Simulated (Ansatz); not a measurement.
One stationary structure of MgO. Space group P6₃mc (No. 186), wurtzite type. Calculation: r2SCAN (plane waves to 500 eV, PAW, scalar-relativistic; Ansatz, an electronic-structure program).

```cif
data_Mg2O2
_chemical_formula_sum 'Mg2 O2'
_space_group_name_H-M_alt 'P63mc'
_space_group_IT_number 186
_space_group_name_Hall 'P 6c -2c'
_cell_length_a 3.28888
_cell_length_b 3.28888
_cell_length_c 5.03252
_cell_angle_alpha 90.000
_cell_angle_beta 90.000
_cell_angle_gamma 120.000
loop_
_atom_site_label
_atom_site_type_symbol
_atom_site_symmetry_multiplicity
_atom_site_Wyckoff_symbol
_atom_site_fract_x
_atom_site_fract_y
_atom_site_fract_z
_atom_site_occupancy
Mg1 Mg 2 b 0.66667 0.33333 0.01005 1
O1 O 2 b 0.33333 0.66667 0.11515 1
```

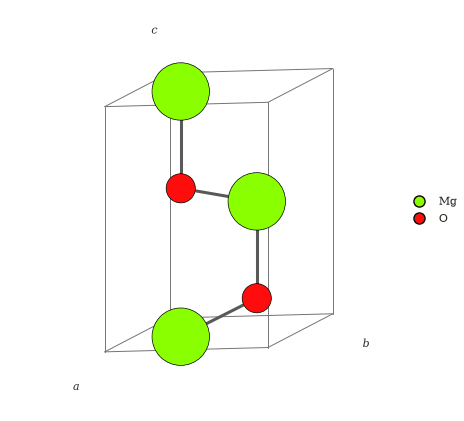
Figure. The conventional cell of the relaxed structure

```json
{
 "volume_per_atom": "11.79 Å³",
 "band_gap": "4.22 eV, direct at Γ (no spin-orbit coupling)",
 "shortest_distances": "Mg–O 1.97 Å; Mg–Mg 3.15 Å; O–O 3.15 Å",
 "k-mesh": "12×12×7"
}
```

Band energies at high-symmetry points (eV from the VBM; labels of this space group; no spin-orbit coupling), from −5 eV up to 6.4 eV:

| point | energies |
|---|---|
| Γ | -3.23 -0.69 -0.69 -0.38 -0.38 0.00 4.22 |
| M | -3.03 -2.16 -1.70 -1.22 -0.78 -0.47 |
| K | -2.69 -1.87 -1.87 -1.29 -1.16 -1.16 |
| A | -1.96 -1.96 -0.54 -0.54 -0.54 -0.54 |
| L | -3.07 -3.07 -0.86 -0.86 -0.70 -0.70 |
| H | -2.54 -2.54 -2.06 -2.06 -0.37 -0.37 |

No spin polarisation in the result.

The run could not lose the symmetry of its start.

The first start was generated by placing the elements on the sites of a structure type. Materials Project lists a structure of MgO in the same space group, P6₃mc (No. 186); the sites were not compared with it, nor with measured phases. Known forms of MgO include space group No. 225.
